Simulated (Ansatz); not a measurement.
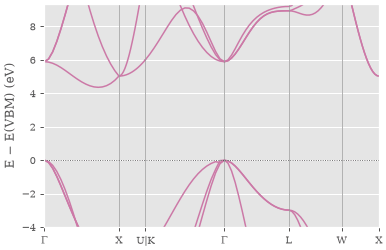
*Band structure from r²SCAN in the plane-wave PAW code Ansatz*

**Question.** Read off the gap and where the band edges lie.

**Answer.** About 4.4 eV (4.36 eV by a search for the band edges); maximum at Γ, minimum on the Γ–X line, 72 % of the way from Γ.

**Question.** Which compound is it?
A. KRb2RhF6, Fm-3m (K on 4b, Rb on 8c, Rh on 4a, F on 24e)
B. AlN, rock salt
C. C, diamond

**Answer.** C, C, diamond

Space group Fd-3m (diamond). Symmetry was held in the r²SCAN relaxation.

Potentials: the later of the program's two PAW sets.
